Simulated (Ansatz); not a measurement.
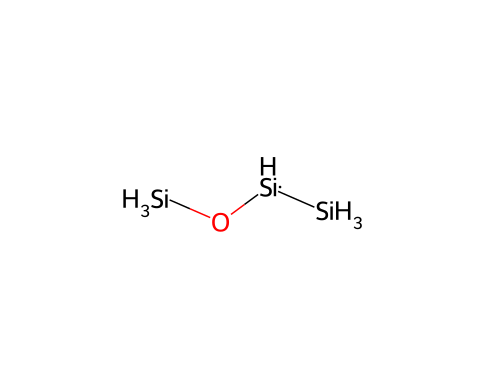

A structural formula. Charge 0, doublet.

> Write the SMILES.

[SiH3]O[SiH][SiH3]

> What is the molecular formula?

H7OSi3.

> An optimisation with PBE0-D4/def2-TZVP gave a structure of which point group?

C1. Other conformers may differ.

The parts below concern this one geometry. Atoms keep their numbers from picture to picture. The computed structure is the end point of a PBE0-D4/def2-TZVP optimisation.

Shape

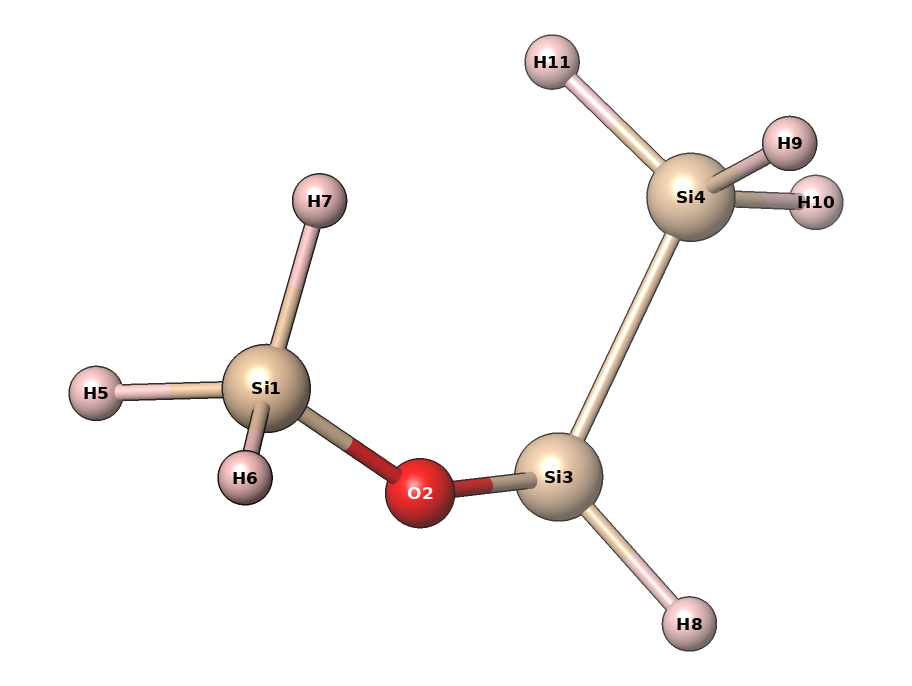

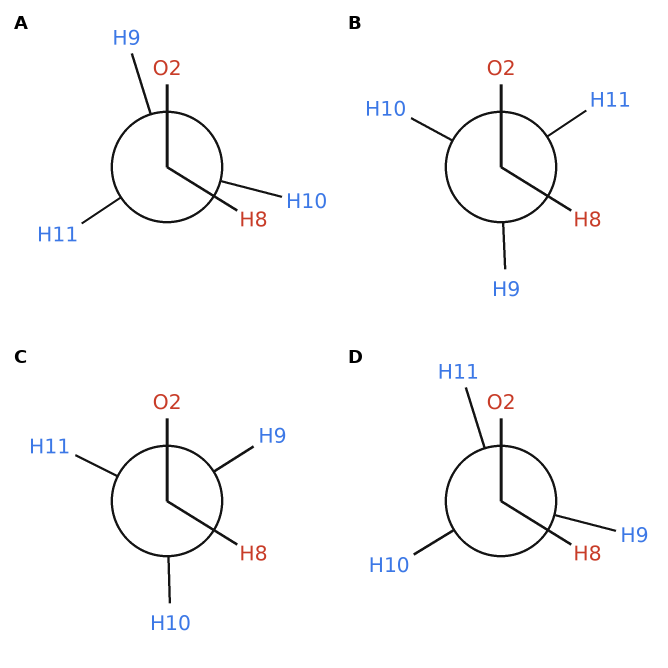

Depth is shown by fading: the farther an atom, the more it takes the colour of the background. Bonds that would overlap in a projection are set slightly apart.

> Which Newman projection shows the view along Si3–Si4, with Si3 in front?

C. The torsion angle O2–Si3–Si4–H9 is 58°, synclinal (gauche).

Vibrations

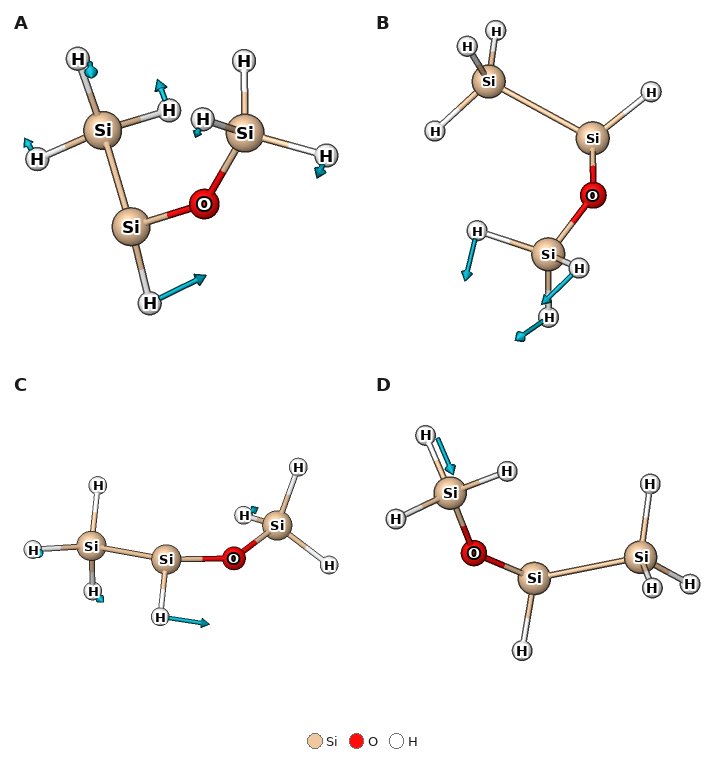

4 normal modes of one molecule or complex, as arrows. Harmonic vibrations computed with UKS PBE0-D4/def2-TZVP (Ansatz 0.2.0) at a stationary point of the same level.

> Match the panels to the wavenumbers 600 cm⁻¹, 789 cm⁻¹, 979 cm⁻¹, 2233 cm⁻¹.

A: 600 cm⁻¹, H–Si–Si bending
B: 979 cm⁻¹, angle bending
C: 789 cm⁻¹, angle bending
D: 2233 cm⁻¹, Si–H stretching

Dipole moment

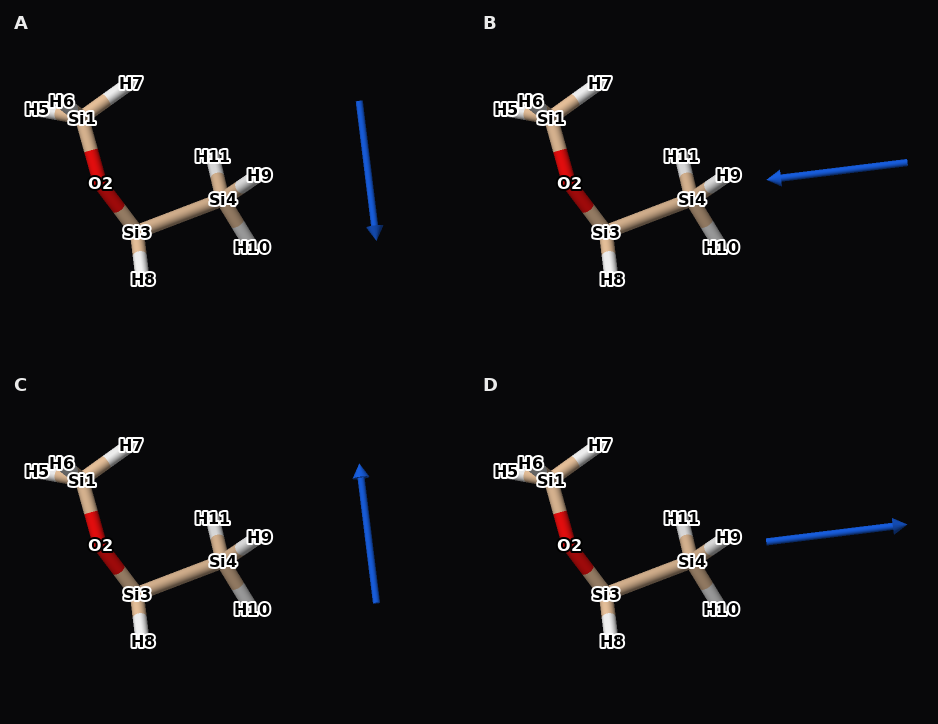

The same molecule four times, each with an arrow. Properties computed with UKS PBE-D4/def2-TZVPP (Ansatz 0.2.0).

> Which arrow points along the dipole moment, from the negative to the positive end?

C. The dipole moment is 0.36 D; it points from the side of H8 to the side of H7 (the outermost atoms at the two ends).

Levels of theory compared

Program: Ansatz 0.2.0.

Compare HOMO energy (eV) at these levels: B3LYP-D4/def2-TZVPP; BHLYP-D4/def2-TZVPP; BLYP-D4/def2-TZVPP; r2SCAN0-D4/def2-TZVPP; ωB97M-V/def2-QZVPP; ωB97M-V/def2-SVP.

| level | HOMO energy (eV) |
| --- | --- |
| B3LYP-D4/def2-TZVPP | −5.54 |
| BHLYP-D4/def2-TZVPP | −6.70 |
| BLYP-D4/def2-TZVPP | −4.53 |
| r2SCAN0-D4/def2-TZVPP | −6.07 |
| ωB97M-V/def2-QZVPP | −7.57 |
| ωB97M-V/def2-SVP | −7.47 |
